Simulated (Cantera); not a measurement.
Feed: 1 mol Si, 2.1 mol HBr, a varied amount of H₂, equilibrated at 1352 °C and 6.53 Torr.

Equilibrium computed with Cantera from the NASA thermochemical tables; the gas is ideal and each condensed phase is pure. Candidate condensed phases: Br₂, Si; 19 gas species. The tables' values for SiBr₃, SiBr are old estimates; treat these amounts as uncertain. The numbers say what is thermodynamically allowed, not how fast it happens.

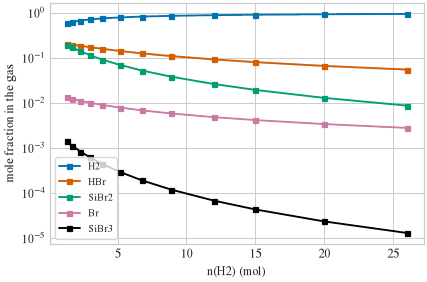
Figure: Equilibrium gas composition (values under 1e-9 drawn at 1e-9)

### Question
Read off the mole fractions at 5.2 mol H₂.

### Answer
H₂ about 0.78, HBr about 0.14, SiBr₂ about 0.069, Br about 0.0078, SiBr₃ about 0.00029.
